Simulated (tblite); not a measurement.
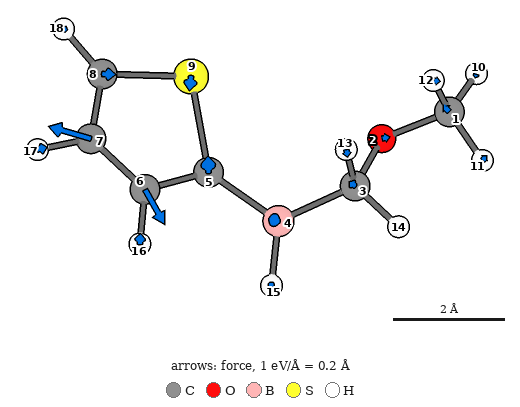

Starting geometry of C₆H₉BOS with the computed forces as blue arrows. Style: ball-and-stick. Shown at a tilt.

These are results of GFN2-xTB geometry optimisation, gas phase in tblite, not measurements. 

> Is this structure relaxed? If not, where do the atoms go?

It isn't relaxed: the largest force vector, on C7, is 4.37 eV/Å. The final displacements have little in common with the starting forces (cosine between the two patterns 0.11). The largest moves after the best rigid fit, 1.19 Å, are those of H11 and H13. Largest moves by element: H 1.19 Å, B 0.77 Å, S 0.76 Å, O 0.72 Å, C 0.48 Å. Near-neighbour distances that change, for instance: O2–S9 3.635 → 2.630 Å, C5–S9 1.890 → 1.746 Å, C6–C7 1.342 → 1.399 Å, C8–S9 1.763 → 1.708 Å. Among the angles between lasting bonds that change: C1–O2–C3 104.3° → 114.0°, O2–C1–H12 104.1° → 111.4°, C6–C7–C8 118.6° → 111.9°. After 129 geometry steps the energy has fallen by 26.9 kcal/mol. The run took 3.5 s on 1 thread of Intel(R) Xeon(R) Processor @ 2.50GHz, on a shared host.
